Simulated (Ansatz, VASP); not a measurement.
# SnTe: VASP beside Ansatz

Aim: how closely do two programs agree when they are given the same cell, functional and k mesh?

Method: plane waves, with VASP 6.6.1 beside it; relaxation of cell and atoms at HSE06, in Ansatz 0.2.0.

## Step 1: Set-up

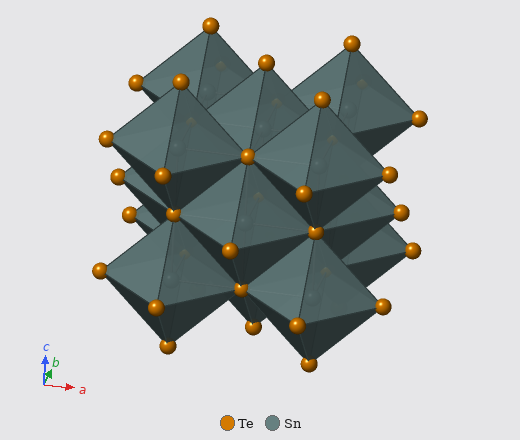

The cell as given, from a free direction (tellurium orange, tin teal). This picture shows the conventional cell, with its axes. Some periodic images of atoms are drawn too.

## Step 2: VASP: relaxation of cell and atoms, HSE06

The relaxed volume is the usual yardstick between codes: its relative difference is about their pressure difference at one cell divided by the bulk modulus.

Lines of VASP's logs that name or quote its potential files are left out, and so is its time.

File INCAR:

```
SYSTEM = SnTe
PREC = Accurate
ENCUT = 450
EDIFF = 1E-06
NELM = 100
ISMEAR = 0
SIGMA = 0.03
LREAL = .FALSE.
ALGO = Normal
LHFCALC = .TRUE.
AEXX = 0.25
GGA = PE
HFSCREEN = 0.2
LASPH = .TRUE.
NBANDS = 16
PRECFOCK = Fast
LORBIT = 11
LWAVE = .FALSE.
LCHARG = .FALSE.
KPAR = 4
IBRION = 2
NSW = 50
ISIF = 3
EDIFFG = -0.006
```

File POSCAR:

```
SnTe
1.0
    0.0000000000      3.1877545079      3.1877545079
    3.1877545079      0.0000000000      3.1877545079
    3.1877545079      3.1877545079      0.0000000000
Te Sn
1 1
Direct
    0.5000000000      0.5000000000      0.5000000000
    0.0000000000      0.0000000000      0.0000000000
```

File KPOINTS:

```
Automatic mesh
0
Gamma
4 4 4
0 0 0
```

The projector-augmented-wave data sets are Te and Sn_d (PBE family, release 64).

Command:

```
> mpirun -np 4 vasp_std
```

Numbers of over 12 decimals in the logs are rounded to 6 here.

Output:

```text
[banner, memory and clock lines left out]
running    4 mpi-ranks, on    1 nodes
 distrk:  each k-point on    1 cores,    4 groups
 distr:  one band on    1 cores,    1 groups

 POSCAR found type information on POSCAR TeSn
 POSCAR found :  2 types and       2 ions
 LDA part: xc-table for (Slater+PW92), standard interpolation
 found WAVECAR, reading the header
 POSCAR, INCAR and KPOINTS ok, starting setup
 FFT: planning ... GRIDC
 FFT: planning ... GRID_SOFT
 FFT: planning ... GRID
 reading WAVECAR
 the WAVECAR file was read successfully
 initial charge from wavefunction
 entering main loop
       N       E                     dE             d eps       ncg     rms          rms(c)
DAV:   1    -0.903889469175E+01   -0.90389E+01   -0.13673E+00   264   0.100E+01    0.942E+00
DAV:   2    -0.905461030336E+01   -0.15716E-01   -0.46753E-02   296   0.157E+00    0.598E+00
DAV:   3    -0.905105896838E+01    0.35513E-02   -0.45992E-03   320   0.594E-01    0.359E+00
DAV:   4    -0.905049808623E+01    0.56088E-03   -0.21843E-03   288   0.315E-01    0.217E+00
DAV:   5    -0.905047853930E+01    0.19547E-04   -0.38861E-04   344   0.151E-01    0.133E+00
DAV:   6    -0.905045745837E+01    0.21081E-04   -0.32427E-05   352   0.653E-02    0.795E-01
DAV:   7    -0.905044969453E+01    0.77638E-05   -0.80289E-06   344   0.287E-02    0.472E-01
DAV:   8    -0.905044944652E+01    0.24802E-06   -0.29827E-06   328   0.129E-02
   1 F= -.90504494E+01 E0= -.90504494E+01  d E =-.905045E+01
 curvature:   0.00 expect dE= 0.000E+00 dE for cont linesearch  0.000E+00
 trial: gam= 0.00000 g(F)=  0.105E-47 g(S)=  0.183E-02 ort = 0.000E+00 (trialstep = 0.100E+01)
 search vector abs. value=  0.183E-02
 bond charge predicted
       N       E                     dE             d eps       ncg     rms          rms(c)
DAV:   1    -0.906970875971E+01   -0.19259E-01   -0.43480E-01   304   0.989E+00    0.974E-01
DAV:   2    -0.905674828098E+01    0.12960E-01   -0.11891E-02   320   0.172E+00    0.465E-01
DAV:   3    -0.905229712471E+01    0.44512E-02   -0.62548E-03   328   0.115E+00    0.220E-01
DAV:   4    -0.905150690387E+01    0.79022E-03   -0.16176E-03   376   0.496E-01    0.118E-01
DAV:   5    -0.905133294528E+01    0.17396E-03   -0.23833E-04   376   0.196E-01    0.123E-01
DAV:   6    -0.905127560466E+01    0.57341E-04   -0.36066E-05   376   0.809E-02    0.960E-02
DAV:   7    -0.905125628153E+01    0.19323E-04   -0.76654E-06   352   0.344E-02    0.675E-02
DAV:   8    -0.905124995701E+01    0.63245E-05   -0.19686E-06   256   0.151E-02    0.461E-02
DAV:   9    -0.905124801817E+01    0.19388E-05   -0.79793E-07   200   0.755E-03    0.312E-02
DAV:  10    -0.905124744445E+01    0.57372E-06   -0.30634E-07   168   0.518E-03
   2 F= -.90512474E+01 E0= -.90512472E+01  d E =-.797998E-03
 trial-energy change:   -0.000798  1 .order   -0.000683   -0.001827    0.000460
 step:   0.8393(harm=  0.7987)  dis= 0.00000  next Energy=    -9.051284 (dE=-0.835E-03)
 bond charge predicted
       N       E                     dE             d eps       ncg     rms          rms(c)
DAV:   1    -0.905174438616E+01   -0.49637E-03   -0.11390E-02   304   0.163E+00    0.137E-01
DAV:   2    -0.905142258666E+01    0.32180E-03   -0.30757E-04   328   0.277E-01    0.745E-02
DAV:   3    -0.905130996904E+01    0.11262E-03   -0.16023E-04   328   0.183E-01    0.393E-02
DAV:   4    -0.905128928266E+01    0.20686E-04   -0.41746E-05   384   0.796E-02    0.144E-02
DAV:   5    -0.905128419314E+01    0.50895E-05   -0.60034E-06   272   0.314E-02    0.158E-02
DAV:   6    -0.905128225307E+01    0.19401E-05   -0.97014E-07   192   0.131E-02    0.118E-02
DAV:   7    -0.905128143765E+01    0.81542E-06   -0.34310E-07   144   0.586E-03
   3 F= -.90512814E+01 E0= -.90512813E+01  d E =-.831991E-03
 curvature:  -0.38 expect dE=-0.399E-08 dE for cont linesearch -0.399E-08
 trial: gam= 0.00000 g(F)=  0.684E-48 g(S)=  0.104E-07 ort =-0.436E-05 (trialstep = 0.968E+00)
 search vector abs. value=  0.105E-07
 reached required accuracy - stopping structural energy minimisation
```

OUTCAR, selected parts (step 2):

```text
ion  position               nearest neighbor table
   1  0.500  0.500  0.500-   2 3.19   2 3.19   2 3.19   2 3.19   2 3.19   2 3.19
   2  0.000  0.000  0.000-   1 3.19   1 3.19   1 3.19   1 3.19   1 3.19   1 3.19

  LATTYP: Found a face centered cubic cell.
 ALAT       =     6.3755090158

 Subroutine GETGRP returns: Found 48 space group operations
 (whereof 48 operations were pure point group operations)

The static configuration has the point symmetry O_h .

 Found      8 irreducible k-points:

   k-points           NKPTS =      8   k-points in BZ     NKDIM =     64   number of bands    NBANDS=     16

   dimension x,y,z NGX =    32 NGY =   32 NGZ =   32
   dimension x,y,z NGXF=    64 NGYF=   64 NGZF=   64

   ENCUT  =  450.0 eV  33.07 Ry    5.75 a.u.   7.80  7.80  7.80*2*pi/ulx,y,z

   NELECT =      20.0000    total number of electrons

 k-points in reciprocal lattice and weights: Automatic mesh
   0.00000000  0.00000000  0.00000000       0.016
   0.25000000  0.00000000  0.00000000       0.125
   0.50000000  0.00000000  0.00000000       0.062
   0.25000000  0.25000000  0.00000000       0.094
   0.50000000  0.25000000  0.00000000       0.375
  -0.25000000  0.25000000  0.00000000       0.188
   0.50000000  0.50000000  0.00000000       0.047
  -0.25000000  0.50000000  0.25000000       0.094

  exchange ACFDT corr.  =         0.00000000  see jH, gK, PRB 81, 115126

 average (electrostatic) potential at core
       1 -84.1825       2 -94.9361

 E-fermi :   6.6462

 k-point     1 :       0.0000    0.0000    0.0000
  band No.  band energies     occupation
    ...
      6      -7.5364      2.00000
      7       1.3401      2.00000
      8       4.0622      2.00000
      9       4.0622      2.00000
     10       4.0622      2.00000
     11      10.3742      0.00000
     12      10.3742      0.00000
     13      10.3743      0.00000
     14      11.7481      0.00000
     15      11.7481      0.00000
    ...

 k-point     2 :       0.2500    0.0000    0.0000
  band No.  band energies     occupation
    ...
      6      -6.9943      2.00000
      7      -0.8630      2.00000
      8       4.1775      2.00000
      9       4.1775      2.00000
     10       5.4415      2.00000
     11       8.4166      0.00000
     12       8.4166      0.00000
     13       8.4469      0.00000
     14      12.1404      0.00000
     15      13.0237      0.00000
    ...

 k-point     3 :       0.5000    0.0000    0.0000
  band No.  band energies     occupation
    ...
      6      -6.1508      2.00000
      7      -2.6863      2.00000
      8       4.4018      2.00000
      9       4.4018      2.00000
     10       6.5551      1.99998
     11       6.7373      0.00002
     12       7.1373      0.00000
     13       7.1373      0.00000
     14      14.8870      0.00000
     15      15.8788      0.00000
    ...

  Total        0.0003795      0.0003795      0.0003795      0.0000000      0.0000000      0.0000000
  in kB        0.0094772      0.0094772      0.0094772      0.0000000      0.0000000      0.0000000
  external PRESSURE =       0.0094772 kB  Pullay stress =       0.0000000 kB

  energy-cutoff  :      450.00
  volume of cell :       64.16
      direct lattice vectors                 reciprocal lattice vectors
     0.000000000  3.177500305  3.177500305    -0.157356397  0.157356397  0.157356397
     3.177500305  0.000000000  3.177500305     0.157356397 -0.157356397  0.157356397
     3.177500305  3.177500305  0.000000000     0.157356397  0.157356397 -0.157356397

 POSITION                                       TOTAL-FORCE (eV/Angst)
 -----------------------------------------------------------------------------------
      3.17750      3.17750      3.17750        -0.000000      0.000000      0.000000
      0.00000      0.00000      0.00000         0.000000     -0.000000     -0.000000
 -----------------------------------------------------------------------------------
    total drift:                               -0.000002     -0.000002     -0.000002

  FREE ENERGIE OF THE ION-ELECTRON SYSTEM (eV)
  ---------------------------------------------------
  free  energy   TOTEN  =        -9.0512814377 eV

  energy  without entropy=       -9.0512812279  energy(sigma->0) =       -9.05128133

 reached required accuracy - stopping structural energy minimisation

 total charge
# of ion       s       p       d       tot
------------------------------------------
    1        1.343   2.112   0.025   3.480
    2        1.423   0.674   9.986  12.084
--------------------------------------------------
tot          2.765   2.786  10.012  15.563

[... 3 further parts left out ...]
```

CONTCAR:

```
SnTe
   1.00000000000000
     0.0000000000000000    3.1775003052705801    3.1775003052705801
     3.1775003052705801    0.0000000000000000    3.1775003052705801
     3.1775003052705801    3.1775003052705801    0.0000000000000000
  Te              Sn
     1     1
Direct
     0.5000000000000000    0.5000000000000000    0.5000000000000000
     0.0000000000000000    0.0000000000000000    0.0000000000000000
```

[end of part 1 of 2]

[Lines on the potential files, build, host, timing and source positions are cut from VASP's logs without a mark.]

[Logs are printed without paths, hosts, clocks, repeated set-up lines and the standing remarks that a program may print on its own settings, such as how far it seeks lower states.]

[Hosts, paths, dates, database ids (printed as entryN), source tags and the programs' standing remarks are cut or masked in the printed files.]
